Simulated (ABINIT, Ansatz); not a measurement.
# Al2O3 (Corundum): one start, several treatments of the self-energy

How much does the gap of Al2O3 (Corundum) depend on the approximation to the self-energy?

Calculated with ABINIT 10.8.3; PBE and many-body steps on it, plane waves.

**What was measured.**

- Gap 8.7 eV: optical band gap of host from absorption; optical absorption, quoted from earlier work; bulk crystal (high-purity reference sample) (quoted in “Multi-petahertz electron interference in Cr:Al2O3 solid-state material”, 2018, pmc:5906618).

### Step 1. The structure

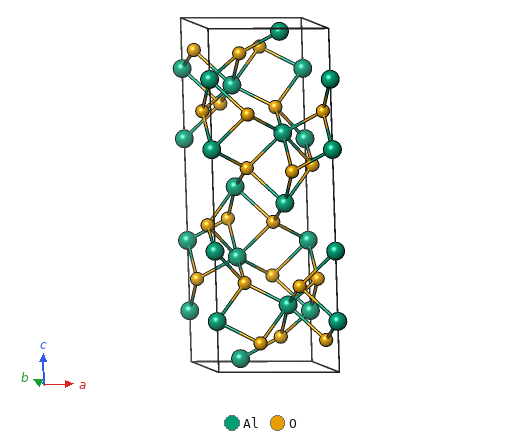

Start, viewed slightly off an axis; aluminium teal, oxygen orange. This picture shows the conventional cell, with its axes. Some periodic images of atoms are drawn too.

The cell and positions come from the Crystallography Open Database and are kept as given unless a step says otherwise.

### Step 2. Empty states on the mesh, 2×2×2 mesh, 178 bands

This step: ABINIT 10.8.3; DFT, PBE, plane waves, norm-conserving pseudopotentials.

The sums over transitions need many empty states on a uniform mesh; this step solves for them.

run.abi

```
acell 3*1.0 Angstrom
rprim 
  2.380249999995 1.374237978213 4.331866666707
  -2.380249999995 1.374237978213 4.331866666707
  -0.000000000000 -2.748475956495 4.331866666685
ntypat 2
znucl 13 8
natom 10
typat 1 1 1 1 2 2 2 2 2 2
xred 
  0.352160000000 0.352160000000 0.352160000000
  0.147840000000 0.147840000000 0.147840000000
  0.647840000000 0.647840000000 0.647840000000
  0.852160000000 0.852160000000 0.852160000000
  0.556680000000 0.943320000000 0.250000000000
  0.250000000000 0.556680000000 0.943320000000
  0.943320000000 0.250000000000 0.556680000000
  0.443320000000 0.056680000000 0.750000000000
  0.750000000000 0.443320000000 0.056680000000
  0.056680000000 0.750000000000 0.443320000000
pp_dirpath "pseudos"
pseudos "Al.upf, O.upf"
ecut 36
ngkpt 2 2 2
nshiftk 1
shiftk 0 0 0
kptopt 1
chksymbreak 0
iscf -2
irdden 1
istwfk *1
nband 178
nbdbuf 16
tolwfr 1e-09
nstep 60
prtvol 0
indata_prefix "in"
outdata_prefix "out"
tmpdata_prefix "tmp"
```

The run is started by

```
$ OMP_NUM_THREADS=1 mpirun -n 4 abinit run.abi > log
```

Numbers of over 12 decimals in the logs are rounded to 6 here.

The program printed:

```text
.Version 10.8.3 of ABINIT. v10.8.2 released Aug 2026.

 Symmetries : space group R-3 c (#167); Bravais hR (rhombohedral)
[... echo of the input left out ...]
== DATASET  1 ==================================================================
-   mpi_nproc: 4, omp_nthreads: 1 (-1 if OMP is not activated)

--- !DatasetInfo
iteration_state: {dtset: 1, }
dimensions: {natom: 10, nkpt: 4, mband: 178, nsppol: 1, nspinor: 1, nspden: 1, mpw: 5936, }
cutoff_energies: {ecut:  36.0, pawecutdg:  -1.0, }
[...]
2.73978    2.76910    2.76910    2.79079    2.82553    2.87395    2.92667    2.95786
   2.96324    2.96327    2.96508    2.99007    2.99218    2.99228    3.00848    3.00902
   3.02429    3.04038
 prteigrs : prtvol=0 or 1, do not print more k-points.

== END DATASET(S) ==============================================================
================================================================================

 -outvars: echo values of variables after computation  --------
            nband         178
             nkpt           4
          spgroup         167
 [... the other variables as echoed above ...]

 Calculation completed.
```

It took 44 s on 4 MPI ranks of Arm Neoverse V2, shared host; peak memory 0.41 GiB.

This step gave:

```
gap                                                           : 6.266 eV
k of the valence top                                          : 0, 0, 0
k of the conduction bottom                                    : 0, 0, 0
least direct gap                                              : 6.266 eV
k points computed                                             : 4
lowest point of the top converged band, above the valence top : 69.1624 eV
```

On this mesh the gap is 6.266 eV.

The density comes from a self-consistent run that is not shown.

### Step 3. Screening, 2×2×2 mesh, 80 bands, screening to 114.3 eV

The RPA dielectric matrix is built and inverted for each q.

This step: RPA screening on PBE, plane waves, norm-conserving pseudopotentials.

Edit run.abi of step 2 so:

```diff
@@ -28,10 +28,11 @@
 chksymbreak 0
-iscf -2
-irdden 1
 istwfk *1
-nband 178
-nbdbuf 16
-tolwfr 1e-09
-nstep 60
-prtvol 0
+occopt 1
+irdwfk 1
+optdriver 3
+nband 80
+ecuteps 4.2
+inclvkb 2
+awtr 1
+symchi 1
 indata_prefix "in"
```

The program printed:

```text
.Version 10.8.3 of ABINIT. v10.8.2 released Aug 2026.

 Symmetries : space group R-3 c (#167); Bravais hR (rhombohedral)
[... echo of the input left out ...]
== DATASET  1 ==================================================================
-   mpi_nproc: 4, omp_nthreads: 1 (-1 if OMP is not activated)

--- !DatasetInfo
iteration_state: {dtset: 1, }
dimensions: {natom: 10, nkpt: 4, mband: 80, nsppol: 1, nspinor: 1, nspden: 1, mpw: 5936, }
cutoff_energies: {ecut:  36.0, pawecutdg:  -1.0, }
electrons: {nelect:   4.80000000E+01, charge:   0.00000000E+00, occopt:   1.00000000E+00, tsmear:   1.00000000E-02, }

 SCREENING: Calculation of the susceptibility and dielectric matrices

 Based on a program developped by R.W. Godby, V. Olevano, G. Onida, and L. Reining.
 Incorporated in ABINIT by V. Olevano, G.-M. Rignanese, and M. Torrent.
.Using double precision arithmetic ; gwpc =  8

[... cell and pseudopotentials left out ...]
--------------------------------------------------------------------------------

 ==== K-mesh for the wavefunctions ====
 Number of points in the irreducible wedge :     4
[... list of points left out ...]
 Together with 12 symmetry operations and time-reversal symmetry
 yields     8 points in the full Brillouin Zone.

 ==== Q-mesh for the screening function ====
 Number of points in the irreducible wedge :     4
[... list of points left out ...]
 Together with 12 symmetry operations and time-reversal symmetry
 yields     8 points in the full Brillouin Zone.

 setmesh: FFT mesh size selected  =    36x   36x   36
          total number of points  =        46656

 vcoul_init : cutoff-mode = AUXILIARY_FUNCTION
 q-points for optical limit:   1
     1)      0.000010    0.000020    0.000030

- screening: taking advantage of time-reversal symmetry
- Maximum band index for partially occupied states nbvw = 24
- Remaining bands to be divided among processors   nbcw = 56
- Number of bands treated by each node ~14

 Number of electrons calculated from density =   48.0000; Expected =   48.0000
 average of density, n =  0.083663
 r_s =    1.4184
 omega_plasma =   27.9012 [eV]

 calculating chi0 at frequencies [eV] :
  1    0.000000E+00    0.000000E+00
  2    0.000000E+00    2.790117E+01

--------------------------------------------------------------------------------
  q-point number  1        q = ( 0.000000, 0.000000, 0.000000) [r.l.u.]
--------------------------------------------------------------------------------
[... chi0 elements left out ...]
 For q-point:  0.000010 0.000020 0.000030
  dielectric constant =   3.0977
  dielectric constant without local fields =   3.2860

  Average fulfillment of the sum rule on Im[epsilon] for q-point    1 :     38.70  [%]
[... wings left out ...]
  q-point number  2        q = ( 0.500000, 0.000000, 0.000000) [r.l.u.]
--------------------------------------------------------------------------------
[... chi0 elements left out ...]
  Average fulfillment of the sum rule on Im[epsilon] for q-point    2 :     47.20  [%]

 [... 2 further q-points ...]
```

Elapsed: 15 s, on 4 MPI ranks; peak memory 0.9 GiB.

Numbers from this step:

```yaml
eps_infinity_with_local_fields_on_this_mesh_along_the_program_s_q_direction: 3.098
the_same_without_local_fields: 3.286
plasma_frequency: 27.90 eV
plane_waves_in_the_screening_matrix: 235
```

Local fields lower ε∞ by 6 %. On a Γ-centred mesh this coarse the value itself is usually too large, while a short band sum pulls it down.

### Step 4. G0W0, Godby-Needs plasmon pole

The self-energy is evaluated for the states that the input lists, and the levels follow from it, in one-shot runs by the linearised quasiparticle equation.

This step: G0W0 on PBE, plane waves, norm-conserving pseudopotentials.

Edit run.abi of step 3 so:

```diff
@@ -31,8 +31,15 @@
 irdwfk 1
-optdriver 3
+optdriver 4
 nband 80
+gwcalctyp 0
+ecutsigx 36
+symsigma 1
+nkptgw 1
+kptgw 
+  0.0000000000 0.0000000000 0.0000000000
+bdgw 
+  22 26
 ecuteps 4.2
-inclvkb 2
-awtr 1
-symchi 1
+irdscr 1
+ppmodel 1
 indata_prefix "in"
```

The program printed:

```text
.Version 10.8.3 of ABINIT. v10.8.2 released Aug 2026.

 Symmetries : space group R-3 c (#167); Bravais hR (rhombohedral)
[... echo of the input left out ...]
== DATASET  1 ==================================================================
-   mpi_nproc: 4, omp_nthreads: 1 (-1 if OMP is not activated)

--- !DatasetInfo
iteration_state: {dtset: 1, }
dimensions: {natom: 10, nkpt: 4, mband: 80, nsppol: 1, nspinor: 1, nspden: 1, mpw: 5936, }
cutoff_energies: {ecut:  36.0, pawecutdg:  -1.0, }
electrons: {nelect:   4.80000000E+01, charge:   0.00000000E+00, occopt:   1.00000000E+00, tsmear:   1.00000000E-02, }

 SIGMA: Calculation of the GW corrections

 Based on a program developped by R.W. Godby, V. Olevano, G. Onida, and L. Reining.
 Incorporated in ABINIT by V. Olevano, G.-M. Rignanese, and M. Torrent.
.Using double precision arithmetic ; gwpc =  8

[... cell and pseudopotentials left out ...]
--------------------------------------------------------------------------------

 ==== K-mesh for the wavefunctions ====
 Number of points in the irreducible wedge :     4
[... list of points left out ...]
 Together with 12 symmetry operations and time-reversal symmetry
 yields     8 points in the full Brillouin Zone.

 ==== Q-mesh for screening function ====
 Number of points in the irreducible wedge :     4
[... list of points left out ...]
 Together with 12 symmetry operations and time-reversal symmetry
 yields     8 points in the full Brillouin Zone.

 vcoul_init : cutoff-mode = AUXILIARY_FUNCTION
 q-points for optical limit:   1
     1)      0.000010    0.000020    0.000030
 setmesh: FFT mesh size selected  =    54x   54x   54
          total number of points  =       157464

 Number of electrons calculated from density =   48.0000; Expected =   48.0000
 average of density, n =  0.083663
 r_s =    1.4184
 omega_plasma =   27.9012 [eV]

 === KS Band Gaps ===
  >>>> For spin  1
   Minimum direct gap =   6.2663 [eV], located at k-point      :   0.0000  0.0000  0.0000
   Fundamental gap    =   6.2663 [eV], Top of valence bands at :   0.0000  0.0000  0.0000
                                       Bottom of conduction at :   0.0000  0.0000  0.0000
 SIGMA fundamental parameters:
 PLASMON POLE MODEL  1
 number of plane-waves for SigmaX                 5879
 number of plane-waves for SigmaC and W            235
 number of plane-waves for wavefunctions          5879
 number of bands                                    80
 number of independent spin polarizations            1
 number of spinorial components                      1
 number of k-points in IBZ                           4
 number of q-points in IBZ                           4
 number of symmetry operations                      12
 number of k-points in BZ                            8
 number of q-points in BZ                            8
 number of frequencies for dSigma/dE                 9
 frequency step for dSigma/dE [eV]                0.25
 number of omega for Sigma on real axis              0
 max omega for Sigma on real axis  [eV]           0.00
 zcut for avoiding poles [eV]                     0.10

 EPSILON^-1 parameters (SCR file):
 dimension of the eps^-1 matrix on file            235
 dimension of the eps^-1 matrix used               235
 number of plane-waves for wavefunctions          5879
 number of bands                                    80
 number of q-points in IBZ                           4
 number of frequencies                               2
 number of real frequencies                          1
 number of imag frequencies                          1

 matrix elements of self-energy operator (all in [eV])

 Perturbative Calculation

--- !SelfEnergy_ee
iteration_state: {dtset: 1, }
kpoint     : [   0.000,    0.000,    0.000, ]
spin       : 1
KS_gap     :    6.266
QP_gap     :    8.378
Delta_QP_KS:    2.112
data: !SigmaeeData |
     Band     E0 <VxcDFT>   SigX SigC(E0)      Z dSigC/dE  Sig(E)    E-E0       E
       22   5.137 -20.469 -25.362   4.494   0.824  -0.213 -20.797  -0.328   4.809
       23   5.137 -20.469 -25.362   4.494   0.824  -0.213 -20.797  -0.328   4.809
       24   5.182 -20.399 -25.232   4.459   0.825  -0.212 -20.708  -0.308   4.873
       25  11.448 -13.775  -8.656  -3.024   0.861  -0.161 -11.971   1.804  13.252
       26  14.369 -11.418  -5.974  -3.325   0.869  -0.151  -9.577   1.841  16.210

== END DATASET(S) ==============================================================
================================================================================

 -outvars: echo values of variables after computation  --------
           etotal      0.0000000000E+00
            nband          80
             nkpt           4
          spgroup         167
 [... the other variables as echoed above ...]

 Calculation completed.
```

Elapsed: 3.3 s, on 4 MPI ranks; peak memory 0.66 GiB; 13 s of CPU time.

This step gave:

| Item | Value |
| --- | --- |
| G0W0 gap on the points computed | 8.379 eV |
| starting gap on the mesh | 6.266 eV |
| k of the valence top | 0, 0, 0 |
| k of the conduction bottom | 0, 0, 0 |
| Z at the valence top | 0.825 |
| Z at the conduction bottom | 0.861 |
| least direct G0W0 gap on the computed points | 8.379 eV |

The gap on the mesh goes from 6.27 eV to 8.38 eV, a correction of +2.11 eV.

### Step 5. G0W0, Hybertsen-Louie plasmon pole

Edit run.abi of step 4 so:

```diff
@@ -43,3 +43,3 @@
 irdscr 1
-ppmodel 1
+ppmodel 2
 indata_prefix "in"
```

The program printed:

```text
.Version 10.8.3 of ABINIT. v10.8.2 released Aug 2026.

 Symmetries : space group R-3 c (#167); Bravais hR (rhombohedral)
[... echo of the input left out ...]
== DATASET  1 ==================================================================
-   mpi_nproc: 4, omp_nthreads: 1 (-1 if OMP is not activated)

--- !DatasetInfo
iteration_state: {dtset: 1, }
dimensions: {natom: 10, nkpt: 4, mband: 80, nsppol: 1, nspinor: 1, nspden: 1, mpw: 5936, }
cutoff_energies: {ecut:  36.0, pawecutdg:  -1.0, }
electrons: {nelect:   4.80000000E+01, charge:   0.00000000E+00, occopt:   1.00000000E+00, tsmear:   1.00000000E-02, }

 SIGMA: Calculation of the GW corrections

 Based on a program developped by R.W. Godby, V. Olevano, G. Onida, and L. Reining.
 Incorporated in ABINIT by V. Olevano, G.-M. Rignanese, and M. Torrent.
.Using double precision arithmetic ; gwpc =  8

[... cell and pseudopotentials left out ...]
--------------------------------------------------------------------------------

 ==== K-mesh for the wavefunctions ====
 Number of points in the irreducible wedge :     4
[... list of points left out ...]
 Together with 12 symmetry operations and time-reversal symmetry
 yields     8 points in the full Brillouin Zone.

 ==== Q-mesh for screening function ====
 Number of points in the irreducible wedge :     4
[... list of points left out ...]
 Together with 12 symmetry operations and time-reversal symmetry
 yields     8 points in the full Brillouin Zone.

 vcoul_init : cutoff-mode = AUXILIARY_FUNCTION
 q-points for optical limit:   1
     1)      0.000010    0.000020    0.000030
 setmesh: FFT mesh size selected  =    54x   54x   54
          total number of points  =       157464

 Number of electrons calculated from density =   48.0000; Expected =   48.0000
[...]
number of q-points in IBZ                           4
 number of symmetry operations                      12
 number of k-points in BZ                            8
 number of q-points in BZ                            8
 number of frequencies for dSigma/dE                 9
 frequency step for dSigma/dE [eV]                0.25
 number of omega for Sigma on real axis              0
 max omega for Sigma on real axis  [eV]           0.00
 zcut for avoiding poles [eV]                     0.10

 EPSILON^-1 parameters (SCR file):
 dimension of the eps^-1 matrix on file            235
 dimension of the eps^-1 matrix used               235
 number of plane-waves for wavefunctions          5879
 number of bands                                    80
 number of q-points in IBZ                           4
 number of frequencies                               2
 number of real frequencies                          1
 number of imag frequencies                          1

 matrix elements of self-energy operator (all in [eV])

 Perturbative Calculation

--- !SelfEnergy_ee
iteration_state: {dtset: 1, }
kpoint     : [   0.000,    0.000,    0.000, ]
spin       : 1
KS_gap     :    6.266
QP_gap     :    8.479
Delta_QP_KS:    2.213
data: !SigmaeeData |
     Band     E0 <VxcDFT>   SigX SigC(E0)      Z dSigC/dE  Sig(E)    E-E0       E
       22   5.137 -20.469 -25.362   4.183   0.877  -0.141 -21.091  -0.622   4.515
       23   5.137 -20.469 -25.362   4.183   0.877  -0.141 -21.091  -0.622   4.515
       24   5.182 -20.399 -25.232   4.176   0.876  -0.141 -20.975  -0.575   4.606
       25  11.448 -13.775  -8.656  -3.288   0.895  -0.118 -12.137   1.638  13.086
       26  14.369 -11.418  -5.974  -3.451   0.899  -0.112  -9.625   1.793  16.162

== END DATASET(S) ==============================================================
================================================================================

 -outvars: echo values of variables after computation  --------
           etotal      0.0000000000E+00
            nband          80
             nkpt           4
          spgroup         167
 [... the other variables as echoed above ...]

 Calculation completed.
```

Wall time 3.3 s (4 MPI ranks); peak memory 0.65 GiB.

Numbers from this step:

| Property | Result |
| --- | --- |
| G0W0 gap on the points computed | 8.48 eV |
| starting gap on the mesh | 6.266 eV |
| k of the valence top | 0, 0, 0 |
| k of the conduction bottom | 0, 0, 0 |
| Z at the valence top | 0.876 |
| Z at the conduction bottom | 0.895 |
| least direct G0W0 gap on the computed points | 8.48 eV |

Against G0W0 in ABINIT (2×2×2 mesh, 80 bands, screening to 114.3 eV, Godby-Needs plasmon pole), the gap moves by +0.101 eV.

### Step 6. G0W0, von der Linden-Horsch plasmon pole

Edit run.abi of step 5 so:

```diff
@@ -43,3 +43,3 @@
 irdscr 1
-ppmodel 2
+ppmodel 3
 indata_prefix "in"
```

The program printed:

```text
.Version 10.8.3 of ABINIT. v10.8.2 released Aug 2026.

 Symmetries : space group R-3 c (#167); Bravais hR (rhombohedral)
[... echo of the input left out ...]
== DATASET  1 ==================================================================
-   mpi_nproc: 4, omp_nthreads: 1 (-1 if OMP is not activated)

--- !DatasetInfo
iteration_state: {dtset: 1, }
dimensions: {natom: 10, nkpt: 4, mband: 80, nsppol: 1, nspinor: 1, nspden: 1, mpw: 5936, }
cutoff_energies: {ecut:  36.0, pawecutdg:  -1.0, }
[...]
24   5.182 -20.399 -25.232   4.441   0.879  -0.138 -20.743  -0.344   4.838
       25  11.448 -13.775  -8.656  -3.135   0.902  -0.108 -11.985   1.790  13.238
       26  14.369 -11.418  -5.974  -3.450   0.910  -0.099  -9.603   1.814  16.184

== END DATASET(S) ==============================================================
================================================================================

 -outvars: echo values of variables after computation  --------
           etotal      0.0000000000E+00
            nband          80
             nkpt           4
          spgroup         167
 [... the other variables as echoed above ...]

 Calculation completed.
```

The job ended after 3 s (4 MPI ranks; peak memory 0.2 GiB; 12 s of CPU time).

Numbers from this step:

```yaml
g0w0_gap_on_the_points_computed: 8.400 eV
starting_gap_on_the_mesh: 6.266 eV
k_of_the_valence_top: 0, 0, 0
k_of_the_conduction_bottom: 0, 0, 0
least_direct_g0w0_gap_on_the_computed_points: 8.400 eV
```

Against G0W0 in ABINIT (2×2×2 mesh, 80 bands, screening to 114.3 eV, Godby-Needs plasmon pole), the gap moves by +0.021 eV.

(Continued in part 2 of 2.)

[Paths, hosts, dates, memory and timing lines, banners, echoed tables and standing remarks are left out of the program output.]

[Logs are printed without paths, hosts, clocks, repeated set-up lines and the standing remarks that a program may print on its own settings, such as how far it seeks lower states.]

[Runs of the session that timed out or met a known fault of the program may be left out.]

[Hosts, paths, dates, database ids (printed as entryN), source tags and the programs' standing remarks are cut or masked in the printed files.]

[G0W0 gaps are taken among the corrected bands and points alone; a level outside them can change the order at an edge.]

[Where Ansatz stands beside ABINIT at settings called matched, ABINIT's density can come from a denser mesh and the files from another edition; pairs whose starting gaps differed by over 0.03 eV were left out, so agreement reads better than it is.]
